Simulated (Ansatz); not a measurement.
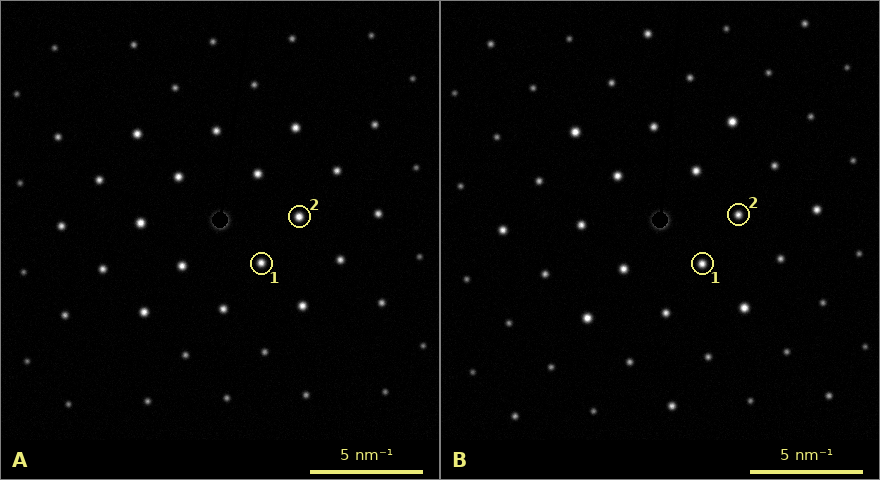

Kinematic electron diffraction patterns (200 kV, B = 0.5 Å², same scale) along [011] of the run's own cell, for the start and the end of one relaxation of NbNO3 with Ansatz, DFT, PAW plane waves, pbe. k mesh 5×5×5. The start is a generated model structure, and the relaxation ends in the nearest stationary point of its symmetry, not necessarily the ground state. Spot 1 is -1 0 0 and spot 2 is 0 -1 1 in both.

Start structure:

```
Nb N O
1.0
     1.94579   -4.36520    0.00000
     0.00000    2.61627   -3.99952
     5.86934    0.00000    0.00000
Nb N O
2 2 6
Direct
  0.00000 0.00000 0.00000
  0.00000 0.50000 0.50000
  0.50000 0.75000 0.75000
  0.50000 0.25000 0.25000
  0.98600 0.75000 0.75000
  0.50000 0.23600 0.75000
  0.01400 0.26400 0.75000
  0.01400 0.25000 0.25000
  0.50000 0.76400 0.25000
  0.98600 0.73600 0.25000
```

> Which pattern belongs to the start structure, and which to the relaxed one?

B is the start: its cell gives d(1) = 3.653 Å, d(2) = 2.833 Å and an angle of 49.8°. A is the relaxed structure, with d(1) = 3.735 Å (+2.3 %), d(2) = 2.811 Å (-0.8 %) and 48.4°.

> Name reflections whose intensity changes strongly on relaxation.

3 -3 3 fades out of sight; 4 -2 2 goes from 33 to 9.2 % of the strongest spot; 2 1 -1 goes from 7.5 to 18 % of the strongest spot; 0 1 -1 goes from 51 to 100 % of the strongest spot.

> Summarise the relaxation behind the change.

The volume changed by +4.1 % to 10.66 Å³ an atom; with the mean shift removed, the atoms moved by up to 0.63 Å relative to the cell (O most); the space group stayed R-3c (No. 167); the free energy fell by 600 meV an atom. Relaxed cell: a = 4.998 Å, b = 4.998 Å, c = 5.712 Å, α = 90.00°, β = 64.05°, γ = 120.00°.
